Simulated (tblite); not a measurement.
## Run report: C3H7FSi, geometry relaxation (part 2 of 2)

The same run, continued: C3H7FSi, SMILES F[SiH2]C1CC1; GFN2-xTB geometry optimisation, gas phase (tblite 0.8.0). It belongs to a series of runs on one base structure; here: constitutional isomer.

Geometry of the input (Å):
```
F  -2.4354  1.5929  0.3335
Si -1.6182  0.1408  0.1643
C  0.1457  0.5025  -0.3141
C  0.9510  -0.7563  -0.5346
C  1.2953  0.1987  0.5754
H  -1.7119  -0.7163  1.3516
H  -2.2414  -0.5872  -0.9514
H  0.2949  1.3694  -0.9892
H  0.4796  -1.7015  -0.1405
H  1.4747  -0.7705  -1.4833
H  1.1604  -0.0743  1.6306
H  2.2065  0.8010  0.3318
```

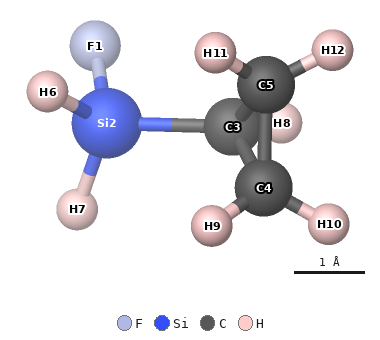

Figure 1. The geometry at step 29 of the log (ball-and-stick view, seen at a tilt; atoms are numbered from 1 in the order of the input).

Trajectory as extended XYZ, continued
```
12
Properties=species:S:1:pos:R:3:forces:R:3 step=20 energy=-448.70055
F    -2.4359    1.5382    0.4192    0.1150  -0.0220  -0.0490
Si   -1.6619    0.1423    0.1709    0.0460   0.0060  -0.0130
C     0.1186    0.4415   -0.3635   -0.0090  -0.0110   0.0060
C     1.0131   -0.7581   -0.5588   -0.0380   0.0030  -0.0570
C     1.2926    0.1943    0.5476   -0.0430   0.0650   0.0280
H    -1.7613   -0.5329    1.4585    0.0230  -0.0070  -0.0370
H    -2.3981   -0.4923   -0.9176   -0.0260   0.0070   0.0550
H     0.2746    1.2523   -1.0701   -0.0580  -0.0780  -0.0120
H     0.6254   -1.7347   -0.3118   -0.0510   0.0030   0.0250
H     1.6829   -0.7744   -1.4028    0.0390   0.0330  -0.0890
H     1.1027   -0.1220    1.5602    0.0140  -0.0110   0.0630
H     2.1485    0.8451    0.4422   -0.0110   0.0130   0.0800
12
Properties=species:S:1:pos:R:3:forces:R:3 step=21 energy=-448.70287
F    -2.4255    1.5453    0.4194    0.1370  -0.0710  -0.0570
Si   -1.6616    0.1416    0.1711   -0.0040   0.0480  -0.0120
C     0.1169    0.4342   -0.3689   -0.0160   0.0310   0.0280
C     1.0189   -0.7583   -0.5597   -0.0710  -0.0210  -0.0660
C     1.2875    0.1934    0.5483   -0.0100   0.0870   0.0330
H    -1.7587   -0.5283    1.4609    0.0200  -0.0150  -0.0240
H    -2.4090   -0.4909   -0.9108   -0.0240   0.0060   0.0520
H     0.2707    1.2441   -1.0764   -0.0490  -0.0610  -0.0130
H     0.6370   -1.7375   -0.3197   -0.0710  -0.0390   0.0520
H     1.6873   -0.7677   -1.4024    0.0980   0.0350  -0.1350
H     1.0962   -0.1240    1.5592   -0.0140  -0.0330   0.0940
H     2.1414    0.8474    0.4530    0.0020   0.0320   0.0480
12
Properties=species:S:1:pos:R:3:forces:R:3 step=22 energy=-448.70603
F    -2.4072    1.5558    0.4181    0.1420  -0.1020  -0.0600
Si   -1.6611    0.1409    0.1713   -0.0600   0.0690  -0.0080
C     0.1140    0.4242   -0.3757   -0.0160   0.0700   0.0490
C     1.0262   -0.7587   -0.5621   -0.0760  -0.0370  -0.0560
C     1.2795    0.1934    0.5500    0.0370   0.0690   0.0270
H    -1.7539   -0.5228    1.4633    0.0140  -0.0230  -0.0040
H    -2.4249   -0.4895   -0.8997   -0.0220   0.0050   0.0410
H     0.2643    1.2313   -1.0857   -0.0320  -0.0220  -0.0190
H     0.6527   -1.7424   -0.3300   -0.0770  -0.0570   0.0710
H     1.6941   -0.7571   -1.4044    0.1330   0.0320  -0.1380
H     1.0861   -0.1273    1.5594   -0.0470  -0.0520   0.0930
H     2.1314    0.8515    0.4695    0.0050   0.0500   0.0040
12
Properties=species:S:1:pos:R:3:forces:R:3 step=23 energy=-448.70891
F    -2.3856    1.5659    0.4146    0.1130  -0.0850  -0.0500
Si   -1.6611    0.1406    0.1712   -0.0790   0.0430  -0.0010
C     0.1110    0.4158   -0.3810   -0.0030   0.0770   0.0530
C     1.0317   -0.7591   -0.5650   -0.0460  -0.0290  -0.0320
C     1.2717    0.1942    0.5523    0.0680   0.0110   0.0110
H    -1.7480   -0.5197    1.4645    0.0040  -0.0260   0.0150
H    -2.4401   -0.4890   -0.8879   -0.0250   0.0020   0.0240
H     0.2573    1.2189   -1.0950   -0.0150   0.0200  -0.0200
H     0.6662   -1.7477   -0.3380   -0.0630  -0.0330   0.0670
H     1.7005   -0.7459   -1.4088    0.1130   0.0190  -0.0770
H     1.0756   -0.1309    1.5612   -0.0630  -0.0530   0.0450
H     2.1220    0.8563    0.4859   -0.0050   0.0520  -0.0350
12
Properties=species:S:1:pos:R:3:forces:R:3 step=24 energy=-448.71053
F    -2.3715    1.5705    0.4104    0.0650  -0.0270  -0.0320
Si   -1.6617    0.1403    0.1710   -0.0400  -0.0120   0.0050
C     0.1096    0.4138   -0.3816    0.0090   0.0520   0.0360
C     1.0328   -0.7592   -0.5669   -0.0070  -0.0050  -0.0120
C     1.2690    0.1950    0.5540    0.0590  -0.0370  -0.0020
H    -1.7440   -0.5210    1.4639   -0.0040  -0.0220   0.0220
H    -2.4469   -0.4900   -0.8817   -0.0330  -0.0020   0.0070
H     0.2531    1.2136   -1.0996   -0.0040   0.0390  -0.0090
H     0.6698   -1.7500   -0.3396   -0.0390   0.0080   0.0470
H     1.7026   -0.7401   -1.4128    0.0640   0.0030  -0.0030
H     1.0703   -0.1332    1.5633   -0.0560  -0.0400  -0.0110
H     2.1180    0.8596    0.4935   -0.0140   0.0420  -0.0490
12
Properties=species:S:1:pos:R:3:forces:R:3 step=25 energy=-448.71133
F    -2.3654    1.5713    0.4073    0.0290   0.0180  -0.0170
Si   -1.6623    0.1396    0.1709    0.0080  -0.0480   0.0070
C     0.1095    0.4154   -0.3800    0.0150   0.0180   0.0140
C     1.0319   -0.7590   -0.5675    0.0150   0.0130  -0.0020
C     1.2697    0.1950    0.5548    0.0300  -0.0460  -0.0120
H    -1.7424   -0.5237    1.4632   -0.0090  -0.0150   0.0200
H    -2.4482   -0.4911   -0.8802   -0.0370  -0.0050  -0.0010
H     0.2516    1.2136   -1.1006    0.0010   0.0370   0.0090
H     0.6676   -1.7498   -0.3377   -0.0190   0.0370   0.0260
H     1.7026   -0.7389   -1.4148    0.0250  -0.0090   0.0430
H     1.0688   -0.1343    1.5643   -0.0390  -0.0260  -0.0430
H     2.1177    0.8614    0.4944   -0.0180   0.0260  -0.0430
12
Properties=species:S:1:pos:R:3:forces:R:3 step=26 energy=-448.71188
F    -2.3617    1.5715    0.4051    0.0130   0.0340  -0.0100
Si   -1.6625    0.1384    0.1710    0.0370  -0.0540   0.0050
C     0.1099    0.4172   -0.3785    0.0140  -0.0100  -0.0060
C     1.0313   -0.7586   -0.5679    0.0220   0.0210   0.0020
C     1.2712    0.1943    0.5550    0.0000  -0.0300  -0.0160
H    -1.7419   -0.5258    1.4632   -0.0110  -0.0110   0.0140
H    -2.4493   -0.4920   -0.8799   -0.0350  -0.0050   0.0000
H     0.2508    1.2147   -1.1008    0.0030   0.0290   0.0270
H     0.6650   -1.7488   -0.3357   -0.0060   0.0500   0.0090
H     1.7031   -0.7389   -1.4152    0.0010  -0.0160   0.0610
H     1.0676   -0.1356    1.5642   -0.0200  -0.0160  -0.0540
H     2.1176    0.8629    0.4936   -0.0180   0.0090  -0.0320
12
Properties=species:S:1:pos:R:3:forces:R:3 step=27 energy=-448.71246
F    -2.3569    1.5723    0.4030    0.0080   0.0280  -0.0060
Si   -1.6624    0.1363    0.1711    0.0460  -0.0380   0.0000
C     0.1105    0.4181   -0.3779    0.0070  -0.0320  -0.0280
C     1.0317   -0.7581   -0.5685    0.0210   0.0210   0.0050
C     1.2724    0.1930    0.5548   -0.0300   0.0050  -0.0150
H    -1.7417   -0.5271    1.4642   -0.0120  -0.0070   0.0070
H    -2.4525   -0.4923   -0.8787   -0.0260  -0.0040   0.0070
H     0.2498    1.2156   -1.1011    0.0060   0.0210   0.0430
H     0.6637   -1.7473   -0.3344    0.0030   0.0460  -0.0050
H     1.7055   -0.7385   -1.4144   -0.0110  -0.0220   0.0580
H     1.0649   -0.1377    1.5629    0.0010  -0.0090  -0.0480
H     2.1162    0.8650    0.4929   -0.0130  -0.0080  -0.0180
12
Properties=species:S:1:pos:R:3:forces:R:3 step=28 energy=-448.71297
F    -2.3507    1.5740    0.4014    0.0120   0.0080  -0.0050
Si   -1.6618    0.1340    0.1714    0.0300  -0.0110  -0.0050
C     0.1107    0.4170   -0.3788   -0.0050  -0.0360  -0.0410
C     1.0336   -0.7576   -0.5695    0.0130   0.0120   0.0070
C     1.2723    0.1917    0.5544   -0.0470   0.0390  -0.0080
H    -1.7417   -0.5269    1.4660   -0.0100  -0.0060   0.0010
H    -2.4581   -0.4920   -0.8762   -0.0130  -0.0020   0.0150
H     0.2485    1.2154   -1.1015    0.0080   0.0190   0.0460
H     0.6651   -1.7458   -0.3346    0.0050   0.0240  -0.0120
H     1.7096   -0.7373   -1.4126   -0.0060  -0.0250   0.0340
H     1.0607   -0.1404    1.5606    0.0170  -0.0070  -0.0260
H     2.1131    0.8672    0.4933   -0.0040  -0.0150  -0.0060
12
Properties=species:S:1:pos:R:3:forces:R:3 step=29 energy=-448.71335
F    -2.3448    1.5759    0.4004    0.0180  -0.0100  -0.0060
Si   -1.6611    0.1323    0.1716    0.0030   0.0090  -0.0060
C     0.1104    0.4146   -0.3810   -0.0150  -0.0230  -0.0390
C     1.0360   -0.7572   -0.5704    0.0030   0.0020   0.0070
C     1.2707    0.1912    0.5539   -0.0440   0.0520  -0.0010
H    -1.7417   -0.5257    1.4679   -0.0070  -0.0060  -0.0040
H    -2.4641   -0.4914   -0.8729   -0.0030  -0.0020   0.0190
H     0.2475    1.2146   -1.1016    0.0090   0.0240   0.0360
H     0.6681   -1.7450   -0.3359    0.0010  -0.0030  -0.0110
H     1.7141   -0.7359   -1.4107    0.0080  -0.0240   0.0050
H     1.0566   -0.1430    1.5582    0.0220  -0.0060  -0.0010
H     2.1095    0.8689    0.4945    0.0050  -0.0120   0.0010
12
Properties=species:S:1:pos:R:3:forces:R:3 step=30 energy=-448.71361
F    -2.3399    1.5775    0.3997    0.0190  -0.0170  -0.0060
Si   -1.6606    0.1313    0.1716   -0.0190   0.0150  -0.0030
C     0.1098    0.4121   -0.3835   -0.0190  -0.0040  -0.0270
C     1.0381   -0.7570   -0.5710   -0.0030  -0.0060   0.0050
C     1.2684    0.1916    0.5535   -0.0280   0.0410   0.0030
H    -1.7418   -0.5247    1.4691   -0.0040  -0.0050  -0.0070
H    -2.4688   -0.4909   -0.8698    0.0010  -0.0030   0.0180
H     0.2468    1.2141   -1.1013    0.0070   0.0290   0.0190
H     0.6710   -1.7447   -0.3374   -0.0020  -0.0200  -0.0080
H     1.7177   -0.7349   -1.4092    0.0190  -0.0220  -0.0130
H     1.0536   -0.1449    1.5564    0.0210  -0.0030   0.0160
H     2.1067    0.8699    0.4957    0.0070  -0.0040   0.0030
12
Properties=species:S:1:pos:R:3:forces:R:3 step=31 energy=-448.71381
F    -2.3361    1.5784    0.3989    0.0150  -0.0110  -0.0030
Si   -1.6604    0.1307    0.1715   -0.0250   0.0100   0.0000
C     0.1090    0.4104   -0.3857   -0.0140   0.0110  -0.0110
C     1.0393   -0.7568   -0.5713   -0.0060  -0.0080   0.0000
C     1.2663    0.1928    0.5534   -0.0090   0.0140   0.0040
H    -1.7418   -0.5245    1.4696   -0.0020  -0.0040  -0.0090
H    -2.4717   -0.4908   -0.8673   -0.0010  -0.0060   0.0130
H     0.2466    1.2146   -1.1003    0.0040   0.0290   0.0030
H     0.6727   -1.7448   -0.3382   -0.0030  -0.0230  -0.0050
H     1.7201   -0.7349   -1.4084    0.0220  -0.0180  -0.0170
H     1.0522   -0.1462    1.5555    0.0160   0.0040   0.0220
H     2.1050    0.8704    0.4963    0.0030   0.0020   0.0040
12
Properties=species:S:1:pos:R:3:forces:R:3 step=32 energy=-448.71394
F    -2.3339    1.5787    0.3980    0.0060   0.0010   0.0000
Si   -1.6605    0.1303    0.1714   -0.0170   0.0020   0.0010
C     0.1084    0.4102   -0.3867   -0.0050   0.0160   0.0010
C     1.0394   -0.7567   -0.5712   -0.0060  -0.0050  -0.0060
C     1.2651    0.1940    0.5534    0.0050  -0.0100   0.0020
H    -1.7418   -0.5253    1.4693   -0.0020  -0.0020  -0.0080
H    -2.4726   -0.4913   -0.8662   -0.0050  -0.0100   0.0060
H     0.2467    1.2163   -1.0992    0.0010   0.0220  -0.0040
H     0.6724   -1.7448   -0.3382    0.0000  -0.0150  -0.0040
H     1.7208   -0.7358   -1.4082    0.0170  -0.0140  -0.0090
H     1.0524   -0.1467    1.5554    0.0120   0.0110   0.0180
H     2.1048    0.8706    0.4962   -0.0050   0.0040   0.0040
12
Properties=species:S:1:pos:R:3:forces:R:3 step=33 energy=-448.71401
F    -2.3332    1.5785    0.3972   -0.0010   0.0090   0.0030
Si   -1.6608    0.1300    0.1714   -0.0040  -0.0020  -0.0010
C     0.1082    0.4109   -0.3869    0.0030   0.0110   0.0060
C     1.0389   -0.7566   -0.5711   -0.0040  -0.0010  -0.0090
C     1.2648    0.1945    0.5534    0.0090  -0.0200  -0.0010
H    -1.7419   -0.5265    1.4687   -0.0020   0.0000  -0.0070
H    -2.4724   -0.4921   -0.8660   -0.0090  -0.0110   0.0020
H     0.2469    1.2181   -1.0983   -0.0020   0.0120  -0.0030
H     0.6712   -1.7447   -0.3377    0.0020  -0.0040  -0.0050
H     1.7208   -0.7371   -1.4082    0.0090  -0.0100   0.0010
H     1.0535   -0.1465    1.5558    0.0090   0.0150   0.0100
H     2.1052    0.8706    0.4957   -0.0100   0.0020   0.0040
12
Properties=species:S:1:pos:R:3:forces:R:3 step=34 energy=-448.71405
F    -2.3329    1.5785    0.3968   -0.0040   0.0110   0.0050
Si   -1.6611    0.1298    0.1713    0.0060  -0.0010  -0.0040
C     0.1082    0.4118   -0.3867    0.0080   0.0040   0.0060
C     1.0383   -0.7565   -0.5712   -0.0020   0.0010  -0.0090
C     1.2650    0.1946    0.5534    0.0070  -0.0200  -0.0020
H    -1.7421   -0.5274    1.4682   -0.0020   0.0000  -0.0050
H    -2.4721   -0.4929   -0.8661   -0.0100  -0.0100   0.0010
H     0.2471    1.2198   -1.0976   -0.0020   0.0030   0.0020
H     0.6701   -1.7446   -0.3374    0.0030   0.0040  -0.0070
H     1.7207   -0.7383   -1.4083    0.0020  -0.0070   0.0070
H     1.0546   -0.1461    1.5563    0.0060   0.0150   0.0040
H     2.1054    0.8707    0.4952   -0.0110   0.0000   0.0030
12
Properties=species:S:1:pos:R:3:forces:R:3 step=35 energy=-448.71410
F    -2.3326    1.5786    0.3966   -0.0050   0.0090   0.0040
Si   -1.6612    0.1297    0.1711    0.0110   0.0010  -0.0070
C     0.1082    0.4124   -0.3866    0.0090  -0.0040   0.0040
C     1.0379   -0.7565   -0.5715    0.0000   0.0020  -0.0050
C     1.2652    0.1942    0.5533    0.0040  -0.0120  -0.0020
H    -1.7423   -0.5280    1.4677   -0.0020   0.0000  -0.0030
H    -2.4724   -0.4936   -0.8659   -0.0080  -0.0080   0.0010
H     0.2471    1.2211   -1.0971   -0.0020  -0.0050   0.0070
H     0.6694   -1.7445   -0.3374    0.0020   0.0080  -0.0080
H     1.7210   -0.7394   -1.4082   -0.0030  -0.0030   0.0090
H     1.0555   -0.1454    1.5568    0.0030   0.0110   0.0000
H     2.1052    0.8707    0.4951   -0.0080  -0.0010   0.0000
12
Properties=species:S:1:pos:R:3:forces:R:3 step=36 energy=-448.71413
F    -2.3321    1.5790    0.3966   -0.0030   0.0040   0.0030
Si   -1.6612    0.1297    0.1708    0.0080   0.0040  -0.0070
C     0.1084    0.4125   -0.3867    0.0060  -0.0070   0.0020
C     1.0379   -0.7565   -0.5719    0.0020   0.0010   0.0000
C     1.2652    0.1936    0.5533    0.0020  -0.0020   0.0000
H    -1.7425   -0.5279    1.4675   -0.0020   0.0010  -0.0030
H    -2.4733   -0.4942   -0.8654   -0.0050  -0.0060   0.0030
H     0.2470    1.2217   -1.0968    0.0000  -0.0070   0.0080
H     0.6697   -1.7446   -0.3379   -0.0020   0.0060  -0.0070
H     1.7218   -0.7400   -1.4079   -0.0030   0.0010   0.0050
H     1.0559   -0.1449    1.5571    0.0000   0.0050  -0.0010
H     2.1045    0.8709    0.4953   -0.0020   0.0000  -0.0030
12
Properties=species:S:1:pos:R:3:forces:R:3 step=37 energy=-448.71414
F    -2.3317    1.5794    0.3968   -0.0010   0.0000   0.0010
Si   -1.6611    0.1298    0.1706    0.0020   0.0040  -0.0050
C     0.1084    0.4121   -0.3869    0.0020  -0.0050   0.0010
C     1.0382   -0.7565   -0.5722    0.0030   0.0000   0.0030
C     1.2651    0.1933    0.5532    0.0010   0.0030   0.0020
H    -1.7426   -0.5276    1.4674   -0.0010   0.0010  -0.0030
H    -2.4742   -0.4944   -0.8648   -0.0030  -0.0040   0.0030
H     0.2469    1.2216   -1.0967    0.0010  -0.0050   0.0060
H     0.6702   -1.7446   -0.3385   -0.0050   0.0020  -0.0060
H     1.7224   -0.7400   -1.4077   -0.0010   0.0030   0.0010
H     1.0557   -0.1447    1.5572   -0.0020   0.0010   0.0000
H     2.1039    0.8710    0.4956    0.0030   0.0010  -0.0040
```

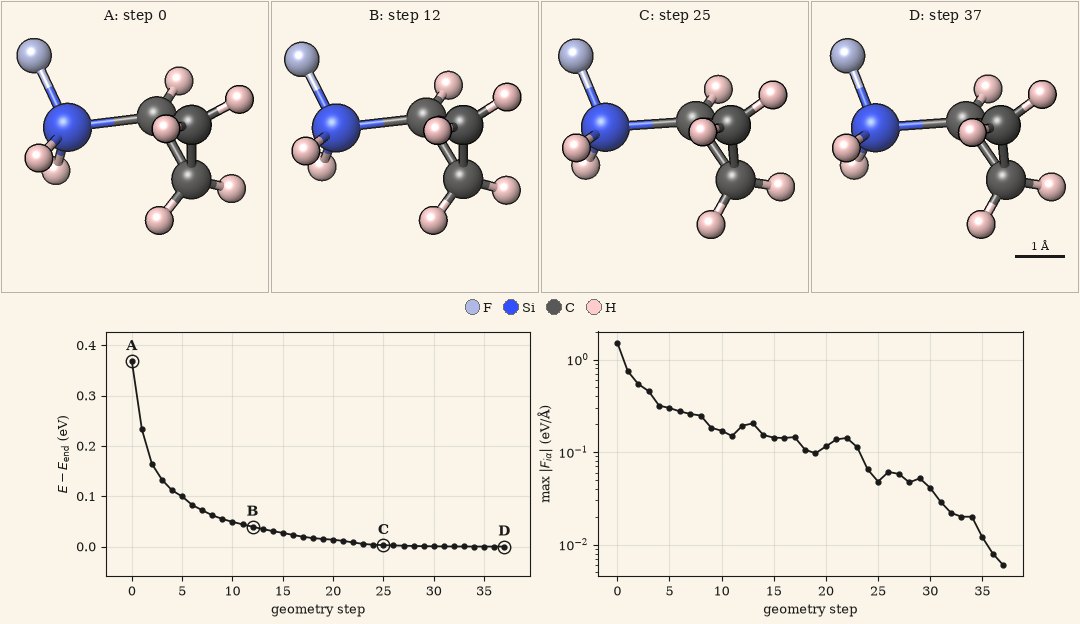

Figure 2. Frames of the relaxation (ball-and-stick view, seen at a tilt) above the curves, on which the letters mark them (steps are counted from 0).

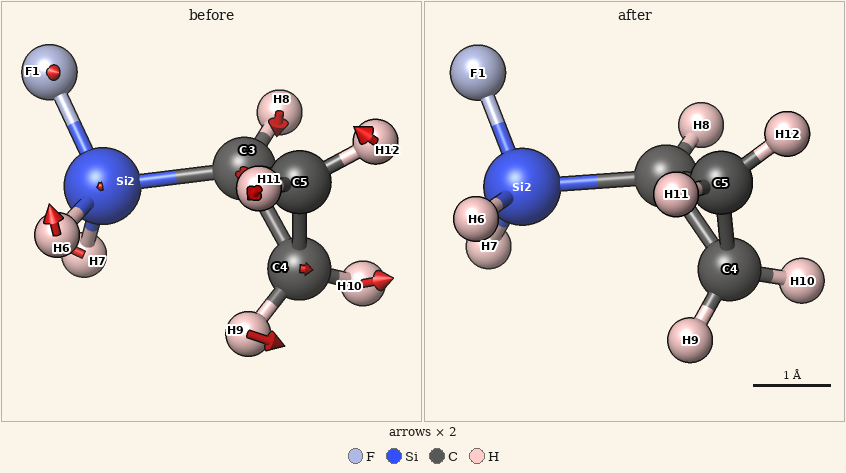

Figure 3. Before (left) and after (right) the relaxation, at one scale (ball-and-stick view, seen at a tilt). The red arrows give the displacements, magnified 2 times. After 37 geometry steps the energy has fallen by 0.368 eV. The largest force component goes from 1.5 to 0.006 eV/Å. H9 moves most after the best rigid fit: 0.28 Å. By element the largest moves are H 0.28 Å, C 0.12 Å, F 0.12 Å, Si 0.05 Å. Among the contacts that change: F1–Si2 1.675 → 1.613 Å, C4–H9 1.127 → 1.080 Å, C5–H12 1.119 → 1.080 Å, C3–H8 1.109 → 1.085 Å. Among the angles that change: F1–Si2–H6 113.2° → 104.9°, Si2–C3–C4 112.4° → 120.2°, C4–C5–H12 111.6° → 118.6°. (Atoms are counted from 1 in the order of the input.)
